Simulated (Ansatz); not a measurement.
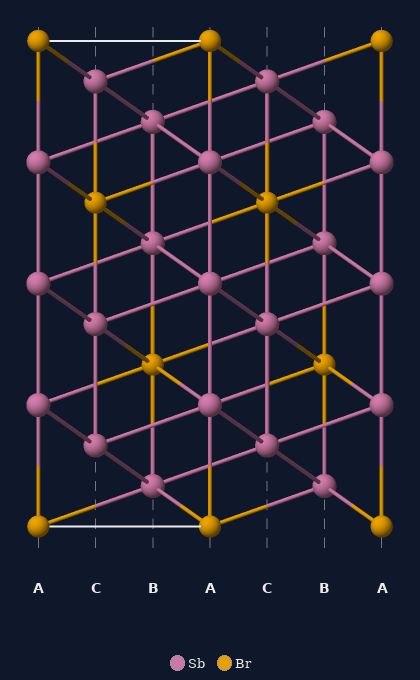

Projection along an edge of the hexagonal mesh, stacking direction [111] upwards. The dashed lines mark the three columns A (0, 0), B (1/3, 2/3) and C (2/3, 1/3). The box is the hexagonal cell of the face-centred cubic lattice. The sequence starts with the first layer at or above the cell's origin.

Sb3Br (space group Fm-3m, No. 225). Coordinates: the end point of a relaxation with Ansatz, DFT PBE, scalar-relativistic, plane waves, PAW; the starting structure was generated, so it need not be a known form of this composition.

Question: List the layers of one repeat.

Answer: Br(A) – Sb(B) – Sb(C) – Sb(A) – Br(B) – Sb(C) – Sb(A) – Sb(B) – Br(C) – Sb(A) – Sb(B) – Sb(C) (twelve layers in 13.06 Å).

Question: How are the Br layers alone stacked?

Answer: Br layers alone: ABC, the cubic close-packed type.

Question: Which positions between or in the Br layers do the other atoms fill?

Answer: Sb: six tetrahedral sites and three octahedral sites in each hexagonal cell.
